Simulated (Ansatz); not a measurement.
Fields on a plane of AlAs (zinc blende)

```
AlAs
1.0
    0.00000     2.83733     2.83733
    2.83733     0.00000     2.83733
    2.83733     2.83733     0.00000
As Al
1 1
Direct
  0.75000   0.75000   0.75000
  0.00000   0.00000   0.00000
```

The slice is a {111} plane (indices of the conventional cell) through the point (0.750, 0.750, 0.750) (fractional), spanned by u = [100] and v = [-1 2 0] in vectors of this cell: u (4.01 Å) and v (6.95 Å, at 90° to u). It covers one period; positions are fractions (u, v).

Atoms on it: As at (0.00, 0.00); As at (0.50, 0.50). Other atoms lie within 1 Å of the plane.

Computed with PBEsol (plane waves to 420 eV, PAW, scalar-relativistic; Ansatz, a program for electronic structure). k mesh 10×10×10. Near the nuclei the fields are pseudised (PAW); where an atom keeps semicore shells as valence, they peak there. AlAs was relaxed with its symmetry unable to fall.

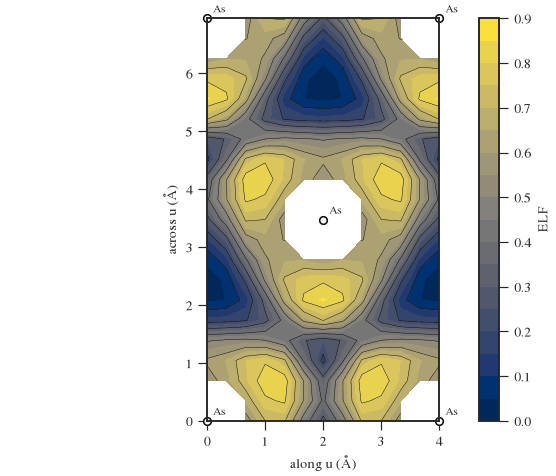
Figure. Electron localisation function (ELF), one period of the plane, atoms marked. Points within 0.5 Å of a nucleus are left white, as the pseudised field means little there.

```
|875321112357|
|554210001245|
|433210001233|
|332110001123|
|222111111122|
|222222222222|
|222333333322|
|223345554332|
|223457875432|
|123458985432|
|112357875321|
|001245554210|
|001233433210|
|001123332110|
|111122222111|
|222222222222|
|333322222333|
|554332223345|
|875432223457|
|985432123458|
```
Scale: ten equal steps from -1.53 (start of '0') to 1.53 (end of '9'), in the order '0123456789'. Values: log₁₀ of the valence density in e/Å³. The map has 12 points along u (one character each, u = 0 at the left) and 20 along v (v = 0 in the bottom row). The scale is logarithmic, as a density can span decades between atoms and voids.
